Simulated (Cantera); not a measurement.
A closed system holds: 1 mol HBr, a varied amount of H2O, 0.047 mol O2, at 3050 °C and 9.60 bar.

Equilibrium computed with Cantera from the NASA thermochemical tables; the gas is ideal and each condensed phase is pure. Candidate condensed phases: Br2, H2O; 12 gas species. Equilibrium is a limit: real reactors are often held back by kinetics, nucleation or transport.

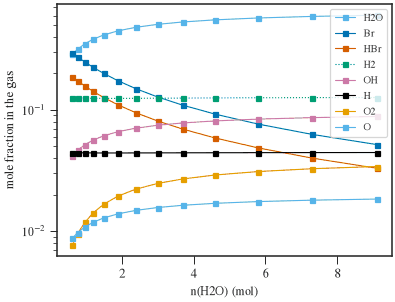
Equilibrium gas composition (values under 1e-9 drawn at 1e-9)

Problem. Read off the mole fractions at 2.4 mol H2O.

Solution. H2O about 0.48, Br about 0.15, H2 about 0.12, HBr about 0.095, OH about 0.071, H about 0.044, O2 about 0.022, O about 0.015.
